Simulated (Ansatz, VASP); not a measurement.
**MgO (Periclase): VASP beside Ansatz**

Wanted: the spread between two codes on one cell, functional and k mesh. The cell is a member of a volume series, scaled by 1.04 from a relaxed one, so a pressure remains.

Calculated with Ansatz 0.2.0; plane waves, with VASP 6.6.1 beside it; single point at PBEsol.

## 1. Starting point

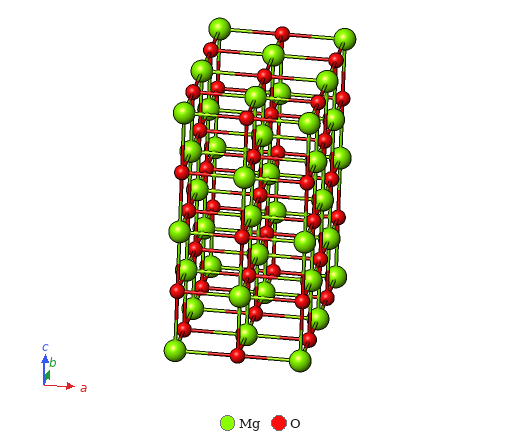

The starting structure, seen slightly off an axis (magnesium green, oxygen red). 1×2×2 cells are drawn. This picture shows the conventional cell, with its axes. Some periodic images of atoms are drawn too.

## 2. Ansatz: single point, PBEsol

Ansatz runs on its default PAW (the set named soft_2) files.

A single point gives forces, pressure and levels at one fixed geometry, so differences don't come from the geometry; what else differs is listed under the comparison.

Input file input.yaml:

```yaml
crystal:
  lattice:
    - [0.0, 2.13255114, 2.13255114]
    - [2.13255114, 0.0, 2.13255114]
    - [2.13255114, 2.13255114, 0.0]
  atoms:
    - { symbol: Mg, position: [0.0, 0.0, 0.0] }
    - { symbol: O, position: [0.5, 0.5, 0.5] }
hamiltonian:
  xc: pbesol
  pseudopotentials: { kind: paw }
kpoints:
  mp_grid: { grid: [13, 13, 13] }
scf:
  occupations: { method: gaussian, width: 0.05 }
  n_extra_bands: 4
output:
  forces: true
  stress: true
  eigenvalues: true
  write_density: true
  write_potential: true
  elf: true
  volumetric_format: npy
```

Run with:

```
$ ansatz run input.yaml --threads 2 --pin off --max-ram 4608MiB --backend cpu --events-out ev --progress --plain --runs-dir out
```

Numbers of over 12 decimals in the logs are rounded to 6 here.

The log of the run:

```text
scf.n_extra_bands = 4 over 8 filled bands (N_el = 16.0): the run solves 12 bands
Engine: ansatz 0.2.0, aarch64-unknown-linux-gnu
Pseudopotentials: kind: paw
Pseudopotential: Mg, paw, valence charge 10, recommended cutoff 420 eV (normal), Mg.paw.azcp
Pseudopotential: O, paw, valence charge 6, recommended cutoff 420 eV (normal), O.paw.azcp
Functional definition: PBEsol
  exchange = pbesol_x
  correlation = pbesol_c
Crystal: 2 atoms, lattice volume = 19.397 Å³
Basis set: ecut = 420 eV, 339 PW (Γ), exchange–correlation on 48×48×48 points (8 copies of the dense FFT grid, shifted against one another)
Bands: 12, of which v1, the nominal top of the filled ones, is band 8 counted from 1 (7 counted from 0)
Symmetry: 48 space group operations
Space group: Fm-3m (ITA 225), of the structure as read, at distance tolerance 2.7e-5 Å
k-points: 84 of 2197
Non-local potential: Mg, projectors of the file, l = 0: 3, l = 1: 2, l = 2: 1
Non-local potential: O, projectors of the file, l = 0: 2, l = 1: 2, l = 2: 1
PAW form: soft (Blöchl's): semilocal exchange-correlation on the pseudo side does not see the compensation charge
PAW frozen core: Mg, regenerated for the run's functional, and the local potential with it (the file was generated under x = pbe(κ = 0.804, μ = 0.219515), c = pbe(β = 0.066725))
PAW frozen core: O, regenerated for the run's functional, and the local potential with it (the file was generated under x = pbe(κ = 0.804, μ = 0.219515), c = pbe(β = 0.066725))
PAW one-centre angular grid: Mg, 110 points (default); XC on 64 Gauss nodes
PAW one-centre angular grid: O, 110 points (default); XC on 64 Gauss nodes
Initial density: superposition of atomic densities (neutral atoms: chi_scale 0, normalization atom), corrected by the library's trained network
Initial wavefunctions: pseudopotential atomic-orbital guess
Functional: x = pbesol(κ = 0.804, μ = 0.123457), c = pbesol(β = 0.046)
SCF iter   1: F=—  HF=-2475.868692 eV  |F-HF|=—  |Δ(HF+E_count)|=         —  Δρ=1.40e-2  dr2=3.04e-2  ethr=1.77e-3  ⟨swp⟩=5.5  Hψ=5724  notcnv=0
preconditioner: auto → none  [insulator: Δε(μ)=4.156 eV  Ē_g=17.868 eV  σ=0.050 eV  W_gap=1.00  n_scr=8 (ndim 8)  ℏωp=23.8 eV  f_vac=0.000  D(μ)=0.00/eV (n_scr^D=0)  ε∞_Penn≈2.8]
SCF iter   2: F=—  HF=-2475.860592 eV  |F-HF|=—  |Δ(HF+E_count)|=   8.10e-3  Δρ=4.02e-3  dr2=3.11e-3  ethr=1.90e-4  ⟨swp⟩=2.0  Hψ=1991  notcnv=0
SCF iter   3: F=—  HF=-2475.859822 eV  |F-HF|=—  |Δ(HF+E_count)|=   7.69e-4  Δρ=6.31e-4  dr2=4.11e-5  ethr=1.94e-5  ⟨swp⟩=2.0  Hψ=1328  notcnv=0
SCF iter   4: F=—  HF=-2475.859814 eV  |F-HF|=—  |Δ(HF+E_count)|=   8.49e-6  Δρ=1.29e-4  dr2=1.34e-6  ethr=2.57e-7  ⟨swp⟩=2.7  Hψ=1535  notcnv=0
SCF iter   5: F=—  HF=-2475.859813 eV  |F-HF|=—  |Δ(HF+E_count)|=   1.02e-6  Δρ=4.78e-5  dr2=1.90e-7  ethr=8.37e-9  ⟨swp⟩=2.1  Hψ=1447  notcnv=0
SCF iter   6: F=-2475.859813 eV  HF=-2475.859813 eV  |F-HF|=1.18e-9  |Δ(HF+E_count)|=   9.78e-8  Δρ=5.21e-6  dr2=2.82e-9  ethr=6.25e-10  ⟨swp⟩=8.8  Hψ=6914  notcnv=0
SCF 1 converged in 6 iterations: F = -2475.859813 eV  dr2 = 2.82e-9
  greatest PAW one-centre occupation: 1.000 electrons in one spin orbital (limit 2), on the Mg atom at site 0 (counted from 0), in its partial waves of l = 0
SCF converged after 6 iterations
Free energy (F): -2475.859813 eV
Harris-Foulkes:  -2475.859813 eV  (|F-HF|=1.18e-9)
Internal energy: -2475.859813 eV  (E = F + TS)
E sigma→0 (E₀):  -2475.859813 eV
Fermi energy:    9.698288 eV
--- Per-component energies (eV) ---
  E_band       = -299.818152
  E_kinetic    = 253.905975
  E_local      = -1624.540100  (includes V_loc(G=0)·N_el)
  E_nonlocal   = 143.681682
  E_hartree    = 561.033679
  E_xc         = -103.549179
  E_vxc        = -133.405323  (∫ρ·V_xc dr)
  E_paw        = -433.156176  (= ΣΔE_a)
  E_vpaw       = -61.529277  (= ΣTr[D̂ρ^β])
  E_aug_tail   = 0.002444  (compensation charges beyond the density's cutoff)
  E_ewald      = -1273.332288
  E_core_change = 0.094150  (= ΣΔE_core)
  E_smearing   = -0.000000  (= −TS)
  E_closure    = 0.000000  (closes the sum)
  Σ components = -2475.859813   (vs F -2475.859813, Δ=0.00e0)
--- Forces (eV/Å), atoms counted from 1 ---
  atom   1  Mg    -0.00000000     0.00000000    -0.00000000
  atom   2  O      0.00000000    -0.00000000    -0.00000000
  max |Σ_I F_I| component: 2.08e-29 eV/Å
--- Stress (GPa, compression-positive) ---
       -5.268215      -0.000000       0.000000
        0.000000      -5.268215       0.000000
        0.000000      -0.000000      -5.268215
  P = ⅓ Tr σ = -5.2682 GPa (-52.682 kbar)
--- Band table (eV; the first three rows and the last of 84) ---
  k-point 0: bands = [... 4 lower, -9.4493, 7.5575, 7.5575, 7.5575, 11.8385, 23.0211, 23.0211, 23.0211]
  k-point 1: bands = [... 4 lower, -9.3873, 7.1444, 7.5182, 7.5182, 12.2407, 22.1578, 23.1582, 23.1582]
  k-point 2: bands = [... 4 lower, -9.2106, 6.2264, 7.4136, 7.4136, 13.1147, 20.8569, 23.4907, 23.4907]
  k-point 83: bands = [... 4 lower, -7.9356, 4.4845, 4.8702, 5.9167, 18.6085, 18.8277, 19.2535, 22.6804]
```

Wall time 1.1 s (2 threads of Arm Neoverse V1, shared host); peak memory 0.27 GiB.

The run ends at a pressure of -5.27 GPa.

## 3. VASP: single point, PBEsol

The same cell, functional, mesh and smearing now go to VASP, with its own data sets and cutoff.

Lines of VASP's logs that name or quote its potential files are left out, and so is its time.

The input asks for a relaxation, which ended at its first step since no free force or stress exceeded the threshold; so it serves as a single point.

Input file INCAR:

```
SYSTEM = MgO
PREC = Accurate
ENCUT = 520
EDIFF = 1E-08
NELM = 100
ISMEAR = 0
SIGMA = 0.05
LREAL = .FALSE.
ALGO = Normal
GGA = PS
NBANDS = 10
LORBIT = 11
LWAVE = .FALSE.
LCHARG = .FALSE.
KPAR = 12
IBRION = 2
NSW = 30
ISIF = 4
EDIFFG = -0.002
```

Input file POSCAR:

```
MgO
1.0
    0.0000000000      2.1325511400      2.1325511400
    2.1325511400      0.0000000000      2.1325511400
    2.1325511400      2.1325511400      0.0000000000
Mg O
1 1
Direct
    0.0000000000      0.0000000000      0.0000000000
    0.5000000000      0.5000000000      0.5000000000
```

Input file KPOINTS:

```
Automatic mesh
0
Gamma
13 13 13
0 0 0
```

PAW data sets: Mg and O (PBE family, release 64).

Run with:

```
$ mpirun -np 12 vasp_std
```

The log of the run:

```text
[banner, memory and clock lines left out]
running   12 mpi-ranks, on    1 nodes
 distrk:  each k-point on    1 cores,   12 groups
 distr:  one band on    1 cores,    1 groups

 POSCAR found type information on POSCAR MgO
 POSCAR found :  2 types and       2 ions
|                                                                             |
|           W    W    AA    RRRRR   N    N  II  N    N   GGGG   !!!           |
|           W    W   A  A   R    R  NN   N  II  NN   N  G    G  !!!           |
|           W    W  A    A  R    R  N N  N  II  N N  N  G       !!!           |
|           W WW W  AAAAAA  RRRRR   N  N N  II  N  N N  G  GGG   !            |
|           WW  WW  A    A  R   R   N   NN  II  N   NN  G    G                |
|           W    W  A    A  R    R  N    N  II  N    N   GGGG   !!!           |
|                                                                             |
|     For optimal performance we recommend to set                             |
|       NCORE = 2 up to number-of-cores-per-socket                            |
|     NCORE specifies how many cores store one orbital (NPAR=cpu/NCORE).      |
|     This setting can greatly improve the performance of VASP for DFT.       |
|     The default, NCORE=1 might be grossly inefficient on modern             |
|     multi-core architectures or massively parallel machines. Do your        |
|     Unfortunately you need to use the default for GW and RPA                |
|     calculations (for HF NCORE is supported but not extensively tested      |
|     yet).                                                                   |
|                                                                             |

|                                                                             |
|               ----> ADVICE to this user running VASP <----                  |
|                                                                             |
|     You enforced a specific xc type in the INCAR file but a different       |
|     [... a line on the potential file left out ...]
|     I HOPE YOU KNOW WHAT YOU ARE DOING!                                     |
|                                                                             |

 LDA part: xc-table for (Slater+PW92), standard interpolation
 POSCAR, INCAR and KPOINTS ok, starting setup
 FFT: planning ... GRIDC
 FFT: planning ... GRID_SOFT
 FFT: planning ... GRID
 WAVECAR not read
 entering main loop
       N       E                     dE             d eps       ncg     rms          rms(c)
DAV:   1     0.122397772589E+02    0.12240E+02   -0.46517E+03  1936   0.705E+02
DAV:   2    -0.133074350573E+02   -0.25547E+02   -0.24858E+02  1926   0.137E+02
DAV:   3    -0.138778176206E+02   -0.57038E+00   -0.56998E+00  1970   0.184E+01
DAV:   4    -0.138792172799E+02   -0.13997E-02   -0.13996E-02  1900   0.102E+00
DAV:   5    -0.138792216653E+02   -0.43854E-05   -0.43854E-05  1874   0.562E-02    0.663E+00
DAV:   6    -0.125389203125E+02    0.13403E+01   -0.81338E+00  1708   0.165E+01    0.227E+00
DAV:   7    -0.125136041797E+02    0.25316E-01   -0.58460E-02  1806   0.226E+00    0.130E+00
DAV:   8    -0.124997488724E+02    0.13855E-01   -0.25225E-02  1712   0.195E+00    0.211E-01
DAV:   9    -0.124995195979E+02    0.22927E-03   -0.26439E-04  1930   0.125E-01    0.141E-01
DAV:  10    -0.124994412611E+02    0.78337E-04   -0.43189E-04  1828   0.169E-01    0.593E-03
DAV:  11    -0.124994423353E+02   -0.10742E-05   -0.45956E-06  1808   0.158E-02    0.335E-03
DAV:  12    -0.124994428718E+02   -0.53651E-06   -0.10668E-07  1880   0.384E-03    0.546E-04
DAV:  13    -0.124994429204E+02   -0.48604E-07   -0.18102E-08  1162   0.103E-03    0.458E-05
DAV:  14    -0.124994429089E+02    0.11477E-07   -0.29262E-10   952   0.162E-04    0.385E-05
DAV:  15    -0.124994429087E+02    0.18343E-09   -0.13451E-10   920   0.727E-05
   1 F= -.12499443E+02 E0= -.12499443E+02  d E =-.124994E+02
 curvature:   0.00 expect dE= 0.000E+00 dE for cont linesearch  0.000E+00
 trial: gam= 0.00000 g(F)=  0.725E-62 g(S)=  0.302E-33 ort = 0.000E+00 (trialstep = 0.100E+01)
 search vector abs. value=  0.100E-09
 reached required accuracy - stopping structural energy minimisation
```

From OUTCAR (step 3):

```text
ion  position               nearest neighbor table
   1  0.000  0.000  0.000-   2 2.13   2 2.13   2 2.13   2 2.13   2 2.13   2 2.13
   2  0.500  0.500  0.500-   1 2.13   1 2.13   1 2.13   1 2.13   1 2.13   1 2.13

  LATTYP: Found a face centered cubic cell.
 ALAT       =     4.2651022800

 Subroutine GETGRP returns: Found 48 space group operations
 (whereof 48 operations were pure point group operations)

The static configuration has the point symmetry O_h .

 Found     84 irreducible k-points:

   k-points           NKPTS =     84   k-points in BZ     NKDIM =     84   number of bands    NBANDS=     10

   dimension x,y,z NGX =    24 NGY =   24 NGZ =   24
   dimension x,y,z NGXF=    48 NGYF=   48 NGZF=   48

   ENCUT  =  520.0 eV  38.22 Ry    6.18 a.u.   5.61  5.61  5.61*2*pi/ulx,y,z

   NELECT =       8.0000    total number of electrons

 k-points in reciprocal lattice and weights: Automatic mesh
   0.00000000  0.00000000  0.00000000       0.000
   0.07692308  0.00000000  0.00000000       0.004
   0.15384615  0.00000000  0.00000000       0.004
   0.23076923  0.00000000  0.00000000       0.004
   0.30769231  0.00000000  0.00000000       0.004
   0.38461538  0.00000000  0.00000000       0.004
   0.46153846  0.00000000  0.00000000       0.004
   0.07692308  0.07692308  0.00000000       0.003
   0.15384615  0.07692308  0.00000000       0.011
[...]
-0.30769231  0.46153846  0.15384615       0.011
  -0.30769231  0.46153846  0.23076923       0.011

 average (electrostatic) potential at core
       1 -35.0828       2 -69.8392

 E-fermi :   2.9993

 k-point     1 :       0.0000    0.0000    0.0000
  band No.  band energies     occupation
      1     -14.2242      2.00000
      2       2.7912      2.00000
      3       2.7912      2.00000
      4       2.7912      2.00000
      5       7.0718      0.00000
      6      18.2149      0.00000
      7      18.2149      0.00000
      8      18.2149      0.00000
      9      21.9599      0.00000
    ...

 k-point     2 :       0.0769    0.0000    0.0000
  band No.  band energies     occupation
      1     -14.1640      2.00000
      2       2.3790      2.00000
      3       2.7525      2.00000
      4       2.7525      2.00000
      5       7.4744      0.00000
      6      17.3640      0.00000
      7      18.3537      0.00000
      8      18.3537      0.00000
      9      23.0602      0.00000
    ...

 k-point     3 :       0.1538    0.0000    0.0000
  band No.  band energies     occupation
      1     -13.9922      2.00000
      2       1.4590      2.00000
      3       2.6475      2.00000
      4       2.6475      2.00000
      5       8.3485      0.00000
      6      16.0724      0.00000
      7      18.6908      0.00000
      8      18.6908      0.00000
      9      22.5350      0.00000
    ...

  Total       -0.7046614     -0.7046614     -0.7046614     -0.0000000     -0.0000000     -0.0000000
  in kB      -58.2053208    -58.2053208    -58.2053208     -0.0000000     -0.0000000     -0.0000000
  external PRESSURE =     -58.2053208 kB  Pullay stress =       0.0000000 kB

  energy-cutoff  :      520.00
  volume of cell :       19.40
      direct lattice vectors                 reciprocal lattice vectors
     0.000000000  2.132551140  2.132551140    -0.234460966  0.234460966  0.234460966
     2.132551140  0.000000000  2.132551140     0.234460966 -0.234460966  0.234460966
     2.132551140  2.132551140  0.000000000     0.234460966  0.234460966 -0.234460966

 POSITION                                       TOTAL-FORCE (eV/Angst)
 -----------------------------------------------------------------------------------
      0.00000      0.00000      0.00000        -0.000000     -0.000000      0.000000
      2.13255      2.13255      2.13255         0.000000      0.000000     -0.000000
 -----------------------------------------------------------------------------------
    total drift:                               -0.000000     -0.000000      0.000000

  FREE ENERGIE OF THE ION-ELECTRON SYSTEM (eV)
  ---------------------------------------------------
  free  energy   TOTEN  =       -12.4994429087 eV

  energy  without entropy=      -12.4994429087  energy(sigma->0) =      -12.49944291

 reached required accuracy - stopping structural energy minimisation

 total charge
# of ion       s       p       d       tot
------------------------------------------
    1        0.145   0.170   0.073   0.387
    2        1.537   3.519   0.000   5.056
--------------------------------------------------
tot          1.682   3.689   0.073   5.444

[... 3 further parts left out ...]
```

CONTCAR:

```
MgO
   1.00000000000000
     0.0000000000000000    2.1325511399999999    2.1325511399999999
     2.1325511399999999    0.0000000000000000    2.1325511399999999
     2.1325511399999999    2.1325511399999999    0.0000000000000000
  Mg              O
     1     1
Direct
     0.0000000000000000    0.0000000000000000    0.0000000000000000
     0.5000000000000000    0.5000000000000000    0.5000000000000000
```

## 4. Differences

Known differences besides the PAW data sets themselves: the data sets hold 16 valence electrons in Ansatz (default PAW (the set named soft_2) files) and 8 in VASP; the cutoff is 420 eV in Ansatz and 520 eV in VASP; Ansatz makes its cores anew for this functional, VASP keeps those of its PBE data sets; VASP leaves aspherical gradient terms in its spheres out (LASPH is not set), Ansatz keeps them. Total energies have different zeros and are not compared.

Both answers:

| quantity | Ansatz | VASP | difference |
| --- | --- | --- | --- |
| pressure (GPa) | -5.27 | -5.82 | +0.55 |
| gap on the k mesh (eV) | 4.281 | 4.281 | 0.000 |

Ansatz's pressure holds a Pulay correction of 0.65 GPa; VASP's holds none.

## 5. What moves the difference

An all-electron run, which needs no data sets, serves as referee.

| run | difference in gap on the k mesh (eV) |
| --- | --- |
| as above | 4.2e-4 |
| Ansatz's all-electron LAPW method | 0.0028 |

## 6. Ansatz: single point, PBEsol

A single point gives forces, pressure and levels at one fixed geometry, so differences don't come from the geometry; what else differs is listed under the comparison. The cell compared in this pair holds 19.77 Å³, against 19.40 Å³ for the pair before.

The cell is a member of a volume series, scaled by 1.06 from a relaxed one, so a pressure remains.

Edit input.yaml of step 2 so:

```diff
@@ -2,5 +2,5 @@
   lattice:
-    - [0.0, 2.13255114, 2.13255114]
-    - [2.13255114, 0.0, 2.13255114]
-    - [2.13255114, 2.13255114, 0.0]
+    - [0.0, 2.14613463, 2.14613463]
+    - [2.14613463, 0.0, 2.14613463]
+    - [2.14613463, 2.14613463, 0.0]
   atoms:
```

Run with:

```
$ ansatz run input.yaml --threads 2 --pin off --max-ram 4608MiB --backend cpu --events-out ev --progress --plain --runs-dir out
```

The log of the run:

```text
[...]
Crystal: 2 atoms, lattice volume = 19.770 Å³
Basis set: ecut = 420 eV, 387 PW (Γ), exchange–correlation on 48×48×48 points (8 copies of the dense FFT grid, shifted against one another)
Bands: 12, of which v1, the nominal top of the filled ones, is band 8 counted from 1 (7 counted from 0)
Symmetry: 48 space group operations
[...]
k-points: 84 of 2197
[...]
--- Band table (eV; the first three rows and the last of 84) ---
  k-point 0: bands = [... 4 lower, -9.5819, 7.3305, 7.3305, 7.3305, 11.4413, 22.6885, 22.6885, 22.6885]
  k-point 1: bands = [... 4 lower, -9.5221, 6.9208, 7.2939, 7.2939, 11.8456, 21.8297, 22.8218, 22.8218]
  k-point 2: bands = [... 4 lower, -9.3516, 6.0129, 7.1931, 7.1931, 12.7200, 20.5307, 23.1410, 23.1410]
  k-point 83: bands = [... 4 lower, -8.1238, 4.3200, 4.6996, 5.7244, 18.2672, 18.4463, 18.8264, 22.2160]
[key lines of the parts left out:]
SCF converged after 6 iterations
Free energy (F): -2475.844525 eV
Fermi energy:    9.386249 eV
P = ⅓ Tr σ = -7.7439 GPa (-77.439 kbar)
```

The job ended after 1.1 s (2 threads; peak memory 0.28 GiB; 1.9 s of CPU time).

The run ends at a pressure of -7.74 GPa.

[end of part 1 of 2]

[Lines on the potential files, build, host, timing and source positions are cut from VASP's logs without a mark.]

[Logs are printed without paths, hosts, clocks, repeated set-up lines and the standing remarks that a program may print on its own settings, such as how far it seeks lower states.]

[Hosts, paths, dates, database ids (printed as entryN), source tags and the programs' standing remarks are cut or masked in the printed files.]
